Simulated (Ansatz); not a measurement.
## Run report: CH7FO3Si, geometry relaxation (part 1 of 2)

CH7FO3Si, computed with RKS LDA/def2-SVP (Ansatz 0.2.0).

It belongs to a series of runs on one base structure; here: end point B relaxed.

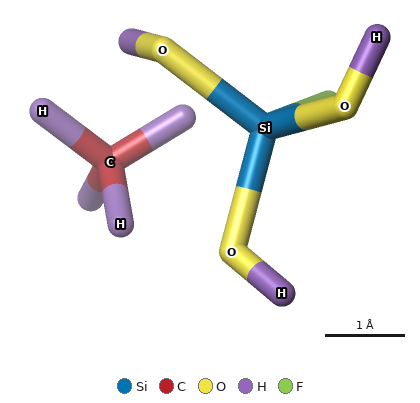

The starting structure (stick view, seen at a tilt). Bond lengths as drawn: C–H 1.09 to 1.12 Å, F–Si 1.65 Å, H–O 0.97 to 1.00 Å and O–Si 1.63 to 1.64 Å.

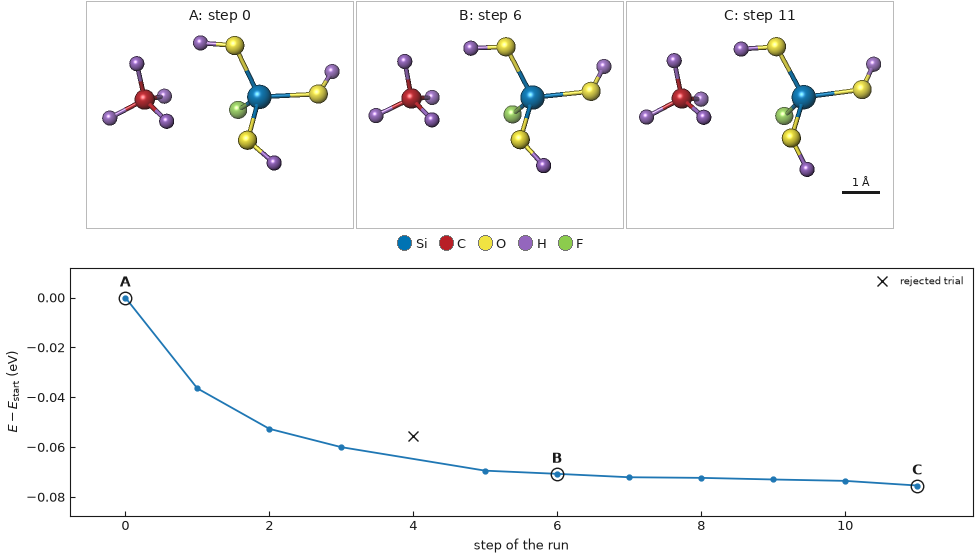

Frames of the relaxation (ball-and-stick view, seen at a tilt) above the curves, on which the letters mark them (the first geometry is step 0 here and step 1 in the log).

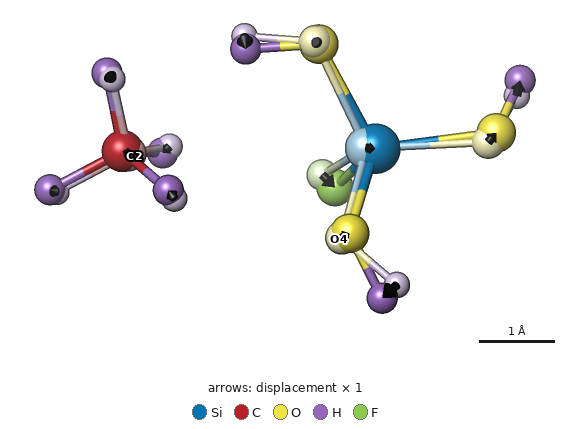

Start (faint) and end (solid) with the displacements as black arrows, at true length (ball-and-stick view, seen at a tilt). The two geometries are laid on each other by the best rigid fit. The largest move after the best rigid fit is that of H12, 0.30 Å. Largest moves by element: H 0.30 Å, F 0.24 Å, O 0.17 Å, Si 0.13 Å, C 0.09 Å. Among the contacts that change: Si1–F7 1.652 → 1.623 Å, C2–H6 1.092 → 1.109 Å, O5–H13 0.997 → 0.980 Å, Si1–O3 1.638 → 1.632 Å. Among the angles that change: Si1–O4–H12 113.4° → 118.1°, O3–Si1–O4 105.6° → 109.7°, O4–Si1–F7 111.1° → 108.6°. Over 11 geometry steps the energy falls by 0.075 eV. Largest force component: 0.8 eV/Å at the start, 0.024 eV/Å at the end. The line search rejected the trial step at point 4 (counted from 0) and went back. (Atoms are counted from 1 in the order of the input.)

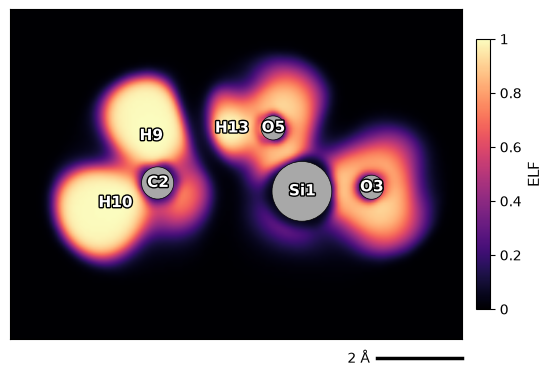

ELF on the plane of atoms O3, Si1 and O5. Grey discs, where drawn, cover atomic cores. Atoms in the plane: Si, C, O and H. Si–O (1.63 Å): the ELF peaks at about 0.85 between the atoms, which marks a polar covalent bond.

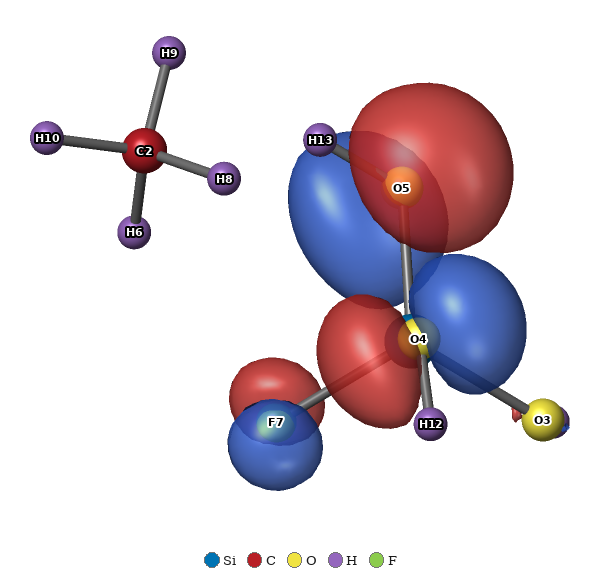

One frontier orbital at ±0.15 Å⁻³ᐟ² (blue and red are the two phases), seen at an oblique angle. The HOMO, at −7.54 eV.

The input that produced these results follows, with the program's output.

Input
```yaml
crystal:
  periodic: [false, false, false]
  atoms:
    - { symbol: Si, position_ang: [-0.791461, 0.424597, -0.738151] }
    - { symbol: C, position_ang: [1.282207, -0.754951, 1.362541] }
    - { symbol: O, position_ang: [-1.856844, 1.077556, -1.797115] }
    - { symbol: O, position_ang: [-0.454131, -1.068418, -1.315845] }
    - { symbol: O, position_ang: [0.547343, 1.340645, -0.542737] }
    - { symbol: H, position_ang: [0.385658, -0.213466, 1.670385] }
    - { symbol: F, position_ang: [-1.516133, 0.339552, 0.744245] }
    - { symbol: H, position_ang: [1.068534, -1.292901, 0.413642] }
    - { symbol: H, position_ang: [2.153029, -0.074165, 1.208483] }
    - { symbol: H, position_ang: [1.551563, -1.486669, 2.156861] }
    - { symbol: H, position_ang: [-2.231787, 1.951255, -1.572199] }
    - { symbol: H, position_ang: [-1.137596, -1.413649, -1.919226] }
    - { symbol: H, position_ang: [0.999718, 1.170714, 0.329116] }
basis:
  gaussian: { orbitals: def2-SVP }
hamiltonian:
  xc: lda
relax:
  f_tol: 0.03
  max_steps: 50
output:
  orbitals: {}
```

Command:
```bash
ansatz run input.yaml --threads 4 --pin off --max-ram 5120MiB --backend cpu --events-out ev --progress --plain --runs-dir out
```

Log
```
The last accepted step is kept in [file] (removed where the run ends without a failure and the disk answers)
Engine: ansatz 0.2.0, aarch64-unknown-linux-gnu
Functional definition: SPW92
  exchange = slater_x
  correlation = pw_c
1337 factors; their error is unknown
mean field evaluation 1: about -17759.6318 eV, gradient 1.0e2 eV
mean field evaluation 2: about -17720.3179 eV, gradient 1.7e2 eV
mean field evaluation 4: about -17778.2492 eV, gradient 9.4e0 eV
mean field evaluation 8: about -17778.4019 eV, gradient 1.6e-1 eV
mean field evaluation 16: about -17778.3388 eV, gradient 5.5e-4 eV
mean field -17778.33880419 eV, -653.3419004631 hartree, gradient 4.4e-5 eV, S^2 0.000000; 0 other end points of the search recorded, 0 dependent functions left out
the calculation of the forces begins
reference -17778.33883672 eV, -653.3419016588 hartree; 30, 30 occupied and 93, 93 virtual orbitals, 1337 factors
relax step   1: F+E_penalty+E_count = -17778.33880419 eV  Δ(F+E_penalty+E_count) = +0.000e0 eV  max|allowed force component| = 8.000e-1 eV/Å  Δτ_max = 0.0000 Å  (29 SCF iters, accepted)
these checks for a lower state are left out or cut short: starts, cluster_reference, orbital_swaps, neighbouring_geometries, increment
1337 factors; their error is unknown
mean field -17778.37522880 eV, -653.3432390428 hartree, gradient 9.5e-6 eV, S^2 0.000000; 0 other end points of the search recorded, 0 dependent functions left out
[... from here on the field's lines of each further geometry are left out, up to the last ...]
relax step   2: F+E_penalty+E_count = -17778.37522880 eV  Δ(F+E_penalty+E_count) = -3.642e-2 eV  max|allowed force component| = 5.070e-1 eV/Å  Δτ_max = 0.1950 Å  (29 SCF iters, accepted)
relax step   3: F+E_penalty+E_count = -17778.39145782 eV  Δ(F+E_penalty+E_count) = -1.623e-2 eV  max|allowed force component| = 2.550e-1 eV/Å  Δτ_max = 0.0590 Å  (30 SCF iters, accepted)
relax step   4: F+E_penalty+E_count = -17778.39881624 eV  Δ(F+E_penalty+E_count) = -7.358e-3 eV  max|allowed force component| = 8.742e-2 eV/Å  Δτ_max = 0.0650 Å  (30 SCF iters, accepted)
relax step   5: F+E_penalty+E_count = -17778.39451560 eV  Δ(F+E_penalty+E_count) = +4.301e-3 eV  max|allowed force component| = 5.875e-1 eV/Å  Δτ_max = 0.1802 Å  (34 SCF iters, rejected (line search))
relax step   6: F+E_penalty+E_count = -17778.40825370 eV  Δ(F+E_penalty+E_count) = -9.437e-3 eV  max|allowed force component| = 1.162e-1 eV/Å  Δτ_max = 0.0883 Å  (27 SCF iters, accepted)
relax step   7: F+E_penalty+E_count = -17778.40952457 eV  Δ(F+E_penalty+E_count) = -1.271e-3 eV  max|allowed force component| = 5.848e-2 eV/Å  Δτ_max = 0.0365 Å  (29 SCF iters, accepted)
relax step   8: F+E_penalty+E_count = -17778.41089257 eV  Δ(F+E_penalty+E_count) = -1.368e-3 eV  max|allowed force component| = 7.460e-2 eV/Å  Δτ_max = 0.0544 Å  (28 SCF iters, accepted)
relax step   9: F+E_penalty+E_count = -17778.41114046 eV  Δ(F+E_penalty+E_count) = -2.479e-4 eV  max|allowed force component| = 1.087e-1 eV/Å  Δτ_max = 0.0173 Å  (29 SCF iters, accepted)
relax step  10: F+E_penalty+E_count = -17778.41179189 eV  Δ(F+E_penalty+E_count) = -6.514e-4 eV  max|allowed force component| = 3.234e-2 eV/Å  Δτ_max = 0.0166 Å  (29 SCF iters, accepted)
relax step  11: F+E_penalty+E_count = -17778.41234663 eV  Δ(F+E_penalty+E_count) = -5.547e-4 eV  max|allowed force component| = 1.282e-1 eV/Å  Δτ_max = 0.0380 Å  (30 SCF iters, accepted)
the calculation of the forces begins
reference -17778.41424137 eV, -653.3446727282 hartree; 30, 30 occupied and 93, 93 virtual orbitals, 1337 factors
relax step  12: F+E_penalty+E_count = -17778.41420843 eV  Δ(F+E_penalty+E_count) = -1.862e-3 eV  max|allowed force component| = 2.360e-2 eV/Å  Δτ_max = 0.1146 Å  (29 SCF iters, accepted)
1337 factors; their error is unknown
mean field -17778.41420843 eV, -653.3446715180 hartree, gradient 7.9e-6 eV, S^2 0.000000; 1 other end points of the search recorded, 0 dependent functions left out
the calculation of the forces begins
reference -17778.41424137 eV, -653.3446727282 hartree; 30, 30 occupied and 93, 93 virtual orbitals, 1337 factors
Total energy: -17778.41424137 eV, -653.3446727282 hartree
Atom 0 at    -0.892092     0.468038    -0.802588 Å, force    -0.009100    -0.003176     0.023598 eV/Å
Atom 1 at     1.356186    -0.760184     1.410117 Å, force    -0.000743     0.005199     0.004678 eV/Å
Atom 2 at    -1.886988     1.234565    -1.844814 Å, force     0.006637     0.001260    -0.022423 eV/Å
Atom 3 at    -0.469741    -0.990061    -1.413024 Å, force     0.015337    -0.002914    -0.004127 eV/Å
Atom 4 at     0.438480     1.359289    -0.498162 Å, force    -0.002863    -0.004154     0.002572 eV/Å
Atom 5 at     0.395769    -0.315909     1.743399 Å, force    -0.002892    -0.002928    -0.000837 eV/Å
Atom 6 at    -1.679309     0.235826     0.597485 Å, force     0.011204    -0.017197     0.000096 eV/Å
Atom 7 at     1.212042    -1.241582     0.420592 Å, force    -0.003647    -0.000413     0.001875 eV/Å
Atom 8 at     2.153688     0.012167     1.355763 Å, force     0.004835    -0.001924     0.000520 eV/Å
Atom 9 at     1.677169    -1.520065     2.149607 Å, force    -0.002324     0.002938    -0.007102 eV/Å
Atom 10 at    -2.149855     2.143012    -1.615877 Å, force    -0.005994     0.004913    -0.002570 eV/Å
Atom 11 at    -1.180407    -1.596101    -1.686327 Å, force    -0.008897     0.021041     0.014126 eV/Å
Atom 12 at     1.025157     0.971105     0.183828 Å, force    -0.001553    -0.002645    -0.010406 eV/Å
Dipole moment:    -0.068156    -0.068043     0.097616 e Å
```

Trajectory as extended XYZ (Å, eV, eV/Å), 12 frames, from step=1 to step=12
```
13
Properties=species:S:1:pos:R:3:forces:R:3 step=1 energy=-17778.33880
Si   -0.7915    0.4246   -0.7382   -0.4916   0.1683   0.5669
C     1.2822   -0.7550    1.3625    0.7407  -0.3727  -0.0768
O    -1.8568    1.0776   -1.7971   -0.0049   0.1824   0.0960
O    -0.4541   -1.0684   -1.3158   -0.0264  -0.0202   0.0666
O     0.5473    1.3406   -0.5427    0.2319  -0.0971   0.6966
H     0.3857   -0.2135    1.6704   -0.4544   0.2759   0.2353
F    -1.5161    0.3396    0.7442    0.3443  -0.0200  -0.8000
H     1.0685   -1.2929    0.4136    0.0391  -0.0172   0.0762
H     2.1530   -0.0742    1.2085   -0.1196  -0.1031   0.0547
H     1.5516   -1.4867    2.1569   -0.0401   0.1176  -0.1195
H    -2.2318    1.9513   -1.5722    0.0792  -0.1581  -0.0539
H    -1.1376   -1.4136   -1.9192    0.0181  -0.0347   0.0060
H     0.9997    1.1707    0.3291   -0.3163   0.0790  -0.7480
13
Properties=species:S:1:pos:R:3:forces:R:3 step=2 energy=-17778.37523
Si   -0.8632    0.4643   -0.8098   -0.3822  -0.0145   0.3852
C     1.3892   -0.8092    1.4758    0.1525  -0.0667  -0.1472
O    -1.9239    1.1356   -1.8602    0.0526   0.0824   0.0546
O    -0.5289   -1.0284   -1.3913    0.0062   0.0416   0.0935
O     0.4815    1.3681   -0.6047    0.1332  -0.1280   0.3764
H     0.4590   -0.2909    1.7741   -0.1039   0.0997   0.0258
F    -1.5766    0.3603    0.6641    0.3017  -0.0422  -0.5070
H     1.2039   -1.3672    0.5326   -0.0026   0.0210   0.0446
H     2.2350   -0.1016    1.3268   -0.0923  -0.0060   0.0216
H     1.6737   -1.5201    2.2781   -0.0224   0.0299  -0.0352
H    -2.2879    2.0089   -1.6284    0.0178  -0.0338  -0.0278
H    -1.2129   -1.3754   -1.9927    0.0218  -0.0397   0.0185
H     0.9512    1.1559    0.2357   -0.0825   0.0564  -0.3031
```
